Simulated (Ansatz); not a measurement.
## Electronic structure of C2H10InN in real space

The calculation's input:

```
basis:
  gaussian: {orbitals: def2-TZVPD}
crystal:
  periodic: [false, false, false]
  atoms:
    - {symbol: C, position_ang: [0.517025, 1.391173, 1.017124]}
    - {symbol: C, position_ang: [-0.979659, -1.299519, -1.132480]}
    - {symbol: In, position_ang: [0.712283, -0.004623, -0.651502]}
    - {symbol: N, position_ang: [0.314860, 1.615852, -2.403107]}
    - {symbol: H, position_ang: [0.713779, 0.875696, 1.970442]}
    - {symbol: H, position_ang: [-0.500076, 1.810404, 1.072563]}
    - {symbol: H, position_ang: [1.235138, 2.222582, 0.939392]}
    - {symbol: H, position_ang: [2.314581, -0.458833, -1.198949]}
    - {symbol: H, position_ang: [-1.938784, -0.779235, -0.981848]}
    - {symbol: H, position_ang: [-0.935195, -1.658578, -2.172714]}
    - {symbol: H, position_ang: [-0.979039, -2.186259, -0.479075]}
    - {symbol: H, position_ang: [0.385913, 1.189948, -3.326420]}
    - {symbol: H, position_ang: [0.991378, 2.377352, -2.365476]}
    - {symbol: H, position_ang: [-0.614365, 2.027903, -2.326761]}
hamiltonian: {xc: {name: PBE0}}
output: {forces: true, orbitals: {seedname: orbitals}}
```

Launched as:

```sh
ansatz run input.yaml --threads 2 --pin off --max-ram 5220MiB --events-out events.jsonl --progress --plain --runs-dir runs
```

Geometry: PBE0-D4/def2-SVP; core potentials replace the inner electrons of In.

Level of theory: isolated molecule in a Gaussian basis; Kohn-Sham density functional theory, functional PBE0 in Ansatz 0.2.0.

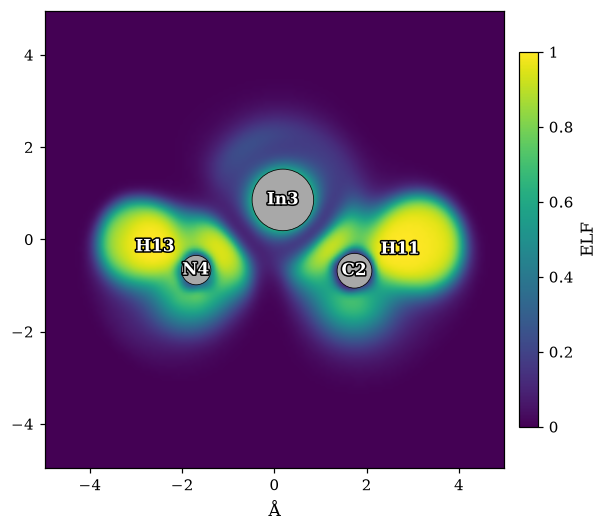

Figure 1. ELF on the plane of atoms In3, N4 and H13. Grey discs cover the atomic cores.

**Read the bonding off the picture.**

Atoms in the plane: C, In, N and H. C–In (2.18 Å): the ELF peaks at about 0.90 in the valence shell of C, 0.7 Å from its nucleus, and drops to about 0.20 between the two atoms. In–N (2.42 Å): the ELF peaks at about 0.95 in the valence shell of N, 0.7 Å from its nucleus, and drops to about 0.10 between the two atoms. N–H (1.02 Å): the ELF climbs to about 1 towards the hydrogen, as it does in any bond to H; a covalent bond by its length. C–H (1.10 Å): the ELF climbs to about 1 towards the hydrogen: an ordinary covalent bond to hydrogen.

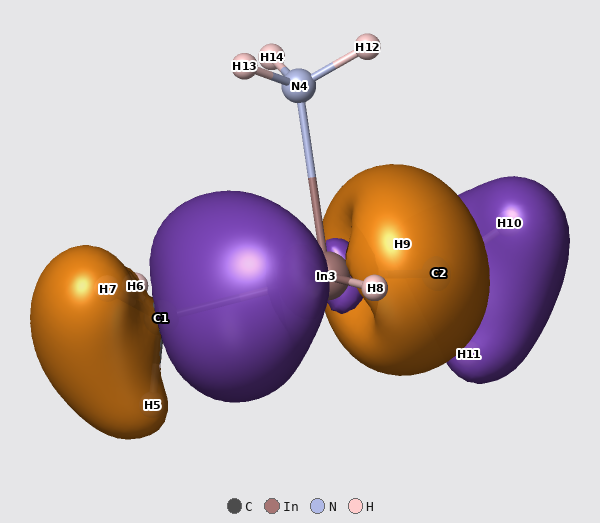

Figure 2. One frontier orbital at ±0.08 Å⁻³ᐟ² (orange and purple are the two phases), seen at a tilt.

**Which orbital is it: HOMO or LUMO?**

The HOMO, at −6.57 eV. It lies mainly on C1 (about 30 %), C2 (about 30 %) and In3 (about 25 %).

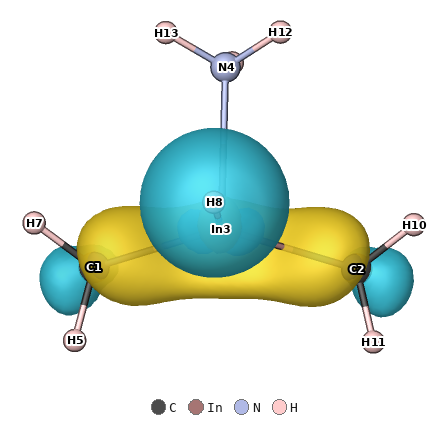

Figure 3. The HOMO−1 at ±0.15 Å⁻³ᐟ² (yellow and cyan are the two phases), seen across its widest extent.

**What is the character of this orbital?**

It lies mainly on H8 (about 35 %), In3 (about 30 %), C1 (about 15 %) and C2 (about 15 %). Its energy is −6.82 eV.
